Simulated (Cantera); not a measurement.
Charge: 1 mol MgCO3, 2.1 mol SO2, 0.23 mol H2O, equilibrated at 97.5 Torr.

Equilibrium computed with Cantera from the NASA thermochemical tables; the gas is ideal and each condensed phase is pure. Candidate condensed phases: C, C6H6, C7H8, C8H18, H2O, H2SO4, Mg, MgCO3, MgO, Mg(OH)2, MgS, MgSO4, S; 130 gas species. Gases not in the tables: S3 to S7. Rates play no part.

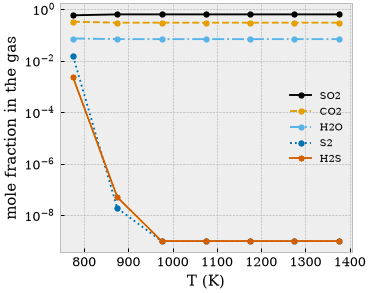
Figure. Equilibrium gas composition (values under 1e-9 drawn at 1e-9)

At 775 K the condensed part is MgO(s) + MgSO4(s). From 875 K to 1375 K the condensed part is MgO(s).
